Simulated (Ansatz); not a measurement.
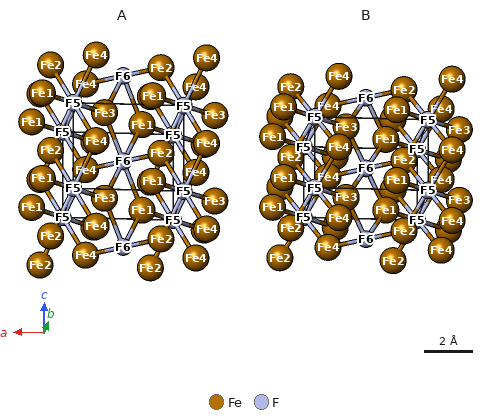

Two geometries of solid Fe₂F (built on the rutile_136 type) (coarse preliminary run), drawn at one scale. One is the start of a relaxation, the other its converged end. A ball-and-stick model of the cell of the calculation, seen from a free direction.

Level of theory: DFT PBE, scalar-relativistic, plane waves, PAW (Ansatz 0.2.0). Set-up: plane-wave cutoff 420 eV; k-point mesh 4 × 4 × 6; occupations gaussian; smearing width 0.1 eV; collinear spin; cell and atoms relaxed; force threshold 0.04 eV/Å; at most 70 steps.

**Which one is relaxed?**

Structure A is the relaxed one. Case: anti-rutile type (P4_2/mnm, No. 136). The largest moves relative to the cell, 0.037 Å, are those of Fe1, Fe2, Fe3 and Fe4. Fe3 goes along [−1 −1 0]. F stays in place. Cell: a = b 4.746 → 4.626 Å (−2.5 %), c 3.057 → 3.701 Å (+21.1 %). Volume +15.1 %. Among the contacts that change: Fe1–F6 2.008 → 2.223 Å, Fe1–Fe3 2.604 → 2.465 Å, Fe1–F5 2.054 → 2.039 Å. Among the angles between lasting bonds that change: Fe1–F6–Fe1 99.1° → 112.7°, Fe1–F6–Fe3 80.9° → 67.3°, F5–Fe2–F5 99.1° → 112.7°. The space group stays P4_2/mnm (No. 136). The energy falls by 165 meV per atom in 8 accepted moves (11 points after the start). Largest force component: 0.88 eV/Å at the start, 0.016 eV/Å at the end. Pressure: 18.55 GPa at the start and −0.12 GPa at the end. The line search rejected the trial step at point 5 of the run. The SCF was repeated twice at an unchanged geometry on a basis and grid sized afresh for the cell, which shifted the energy by 21.8 meV per atom at most. The run took 3.7 min on 1 thread of Intel(R) Xeon(R) Platinum 8259CL CPU @ 2.50GHz (Skylake/Cascade Lake) (shared host), peak memory 0.51 GiB.
